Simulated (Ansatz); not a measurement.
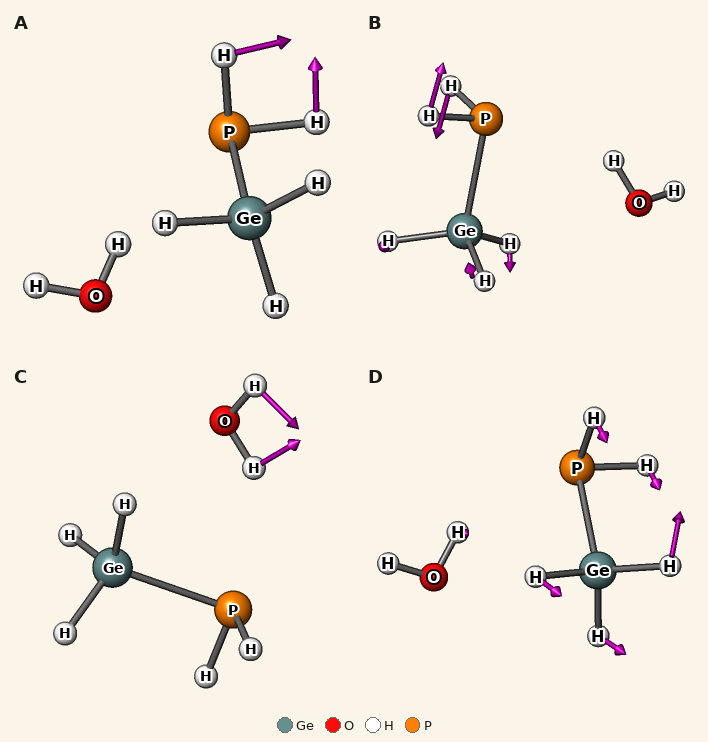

4 normal modes of one molecule or complex, as arrows. Harmonic vibrations computed with RKS PBE0-D4/def2-TZVP (Ansatz 0.2.0) at a stationary point of the same level.

Question: Match the panels to the wavenumbers 468 cm⁻¹, 749 cm⁻¹, 1092 cm⁻¹, 1627 cm⁻¹.

Answer: A: 1092 cm⁻¹, H–P–H bending
B: 749 cm⁻¹, Ge–P–H bending
C: 1627 cm⁻¹, H–O–H bending
D: 468 cm⁻¹, H–Ge–P bending
